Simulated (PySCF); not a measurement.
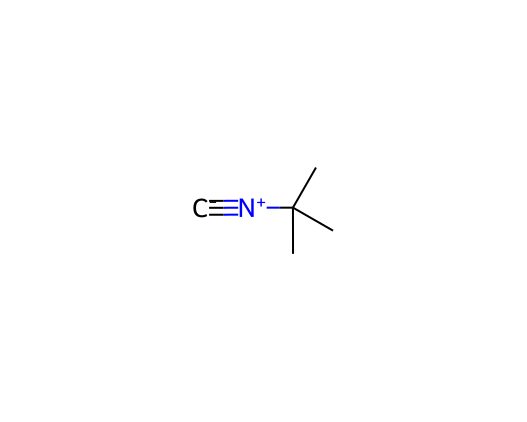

A structural formula.

Give its SMILES.

[C-]#[N+]C(C)(C)C

What is the molecular formula?

C5H9N.

An optimisation with GFN2-xTB gave a structure of which point group?

C3v.

More results for the same structure follow; atom numbers are the same in all pictures, views and colours differ. Computed geometry: GFN2-xTB optimisation. No frequency run is at hand to confirm it as a minimum.

### Geometry

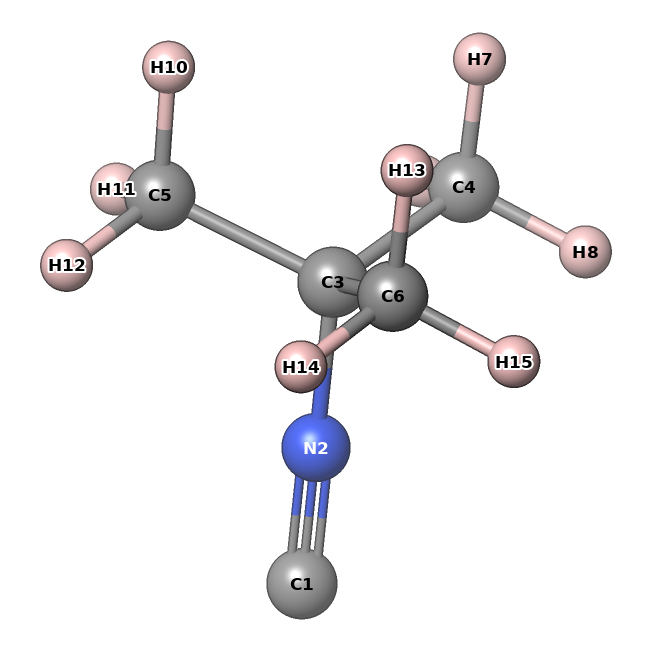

C3 lies behind C6. The molecule seen a little off the C6–C3 bond, C6 in front. Distant atoms are faded towards the background colour. No frequency run is at hand to confirm it as a minimum.

What is the torsion angle H13–C6–C3–N2? The sign is positive where the front bond must turn clockwise to cover the back bond.

180°, antiperiplanar (anti). The bonds about C6–C3 are staggered.

### Electronic properties

No frequency run is at hand to confirm it as a minimum. Method: PBE0/pcSseg-1, gas phase (PySCF 2.14.0).

Computed properties:

- dipole moment: 3.92 D
- HOMO energy (Kohn–Sham orbital): −8.41 eV
- LUMO energy (Kohn–Sham orbital): 1.10 eV
- HOMO–LUMO gap: 9.52 eV

### NMR shielding

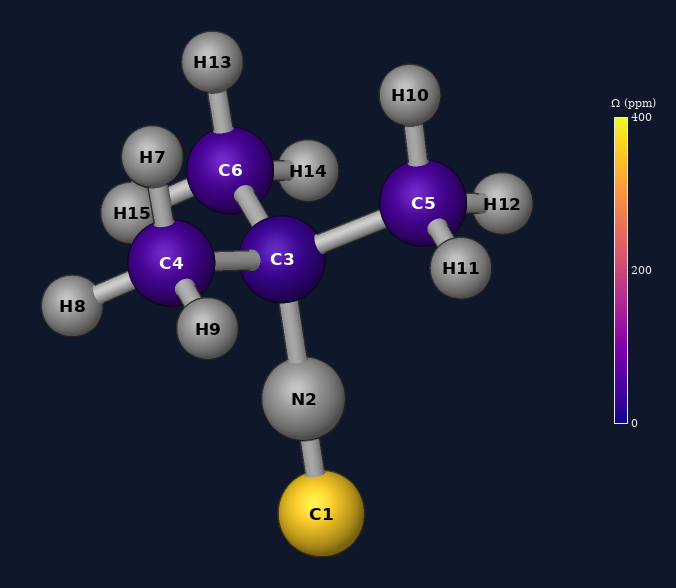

The C atoms are coloured by the span of their shielding tensor. No frequency run is at hand to confirm it as a minimum. Method: GIAO PBE0/pcSseg-1 NMR shielding, non-relativistic, gas phase (PySCF 2.14.0). Principal shieldings σ11 ≤ σ22 ≤ σ33, span Ω = σ33 − σ11, skew κ = 3(σiso − σ22)/Ω.

Which C atom has the most anisotropic shielding?

C1, with a span of 359 ppm.

Give the shielding tensors of the C atoms.

| atom | σ11 | σ22 | σ33 | σiso | Ω | κ |
| --- | --- | --- | --- | --- | --- | --- |
| C1 | −111.3 | −111.2 | 247.3 | 8.3 | 358.6 | 1.00 |
| C3 | 125.9 | 125.9 | 163.0 | 138.3 | 37.1 | 1.00 |
| C4, C5, C6 | 135.7 | 139.3 | 185.0 | 153.3 | 49.4 | 0.85 |

Shieldings and span in ppm.

### Bond orders

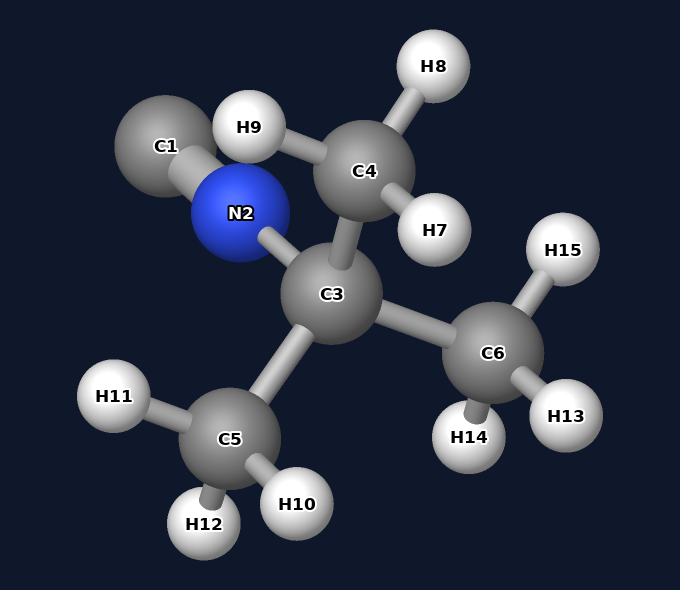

The thickness of each stick grows with its Mayer bond order. No frequency run is at hand to confirm it as a minimum. Method: PBE0/pcSseg-1 (PySCF 2.14.0).

Which bond has the highest Mayer bond order?

C1–N2, 2.37, at a length of 1.162 Å.

Which bond has the lowest Mayer bond order?

N2–C3, 0.78, at 1.411 Å.

List the Mayer bond orders of C1–N2, N2–C3, C3–C4, C4–H7, C4–H8 (one bond of each equivalent set).

```
 bond  Mayer order  length (Å)
C1–N2         2.37       1.162
N2–C3         0.78       1.411
C3–C4         1.01       1.532
C4–H7         0.96       1.087
C4–H8         0.96       1.088
```

### Charges

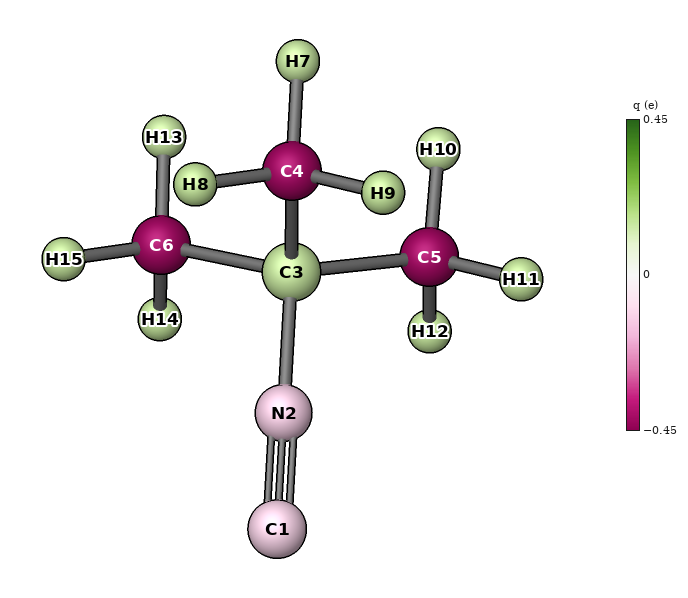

Atoms are coloured by their IAO charges. No frequency run is at hand to confirm it as a minimum. Level of theory: PBE0/pcSseg-1, gas phase (PySCF 2.14.0).

Which atom carries the highest charge (most positive or least negative)?

C3, H8, H9, H11, H12, H14, H15 (0.15 e).

And the lowest?

C4, C5, C6 (−0.42 e).

List the IAO charges.

| atom | value (e) |
| --- | --- |
| C1 | −0.11 |
| N2 | −0.12 |
| C3 | 0.15 |
| C4 | −0.42 |
| C5 | −0.42 |
| C6 | −0.42 |
| H7 | 0.14 |
| H8 | 0.15 |
| H9 | 0.15 |
| H10 | 0.14 |
| H11 | 0.15 |
| H12 | 0.15 |
| H13 | 0.14 |
| H14 | 0.15 |
| H15 | 0.15 |
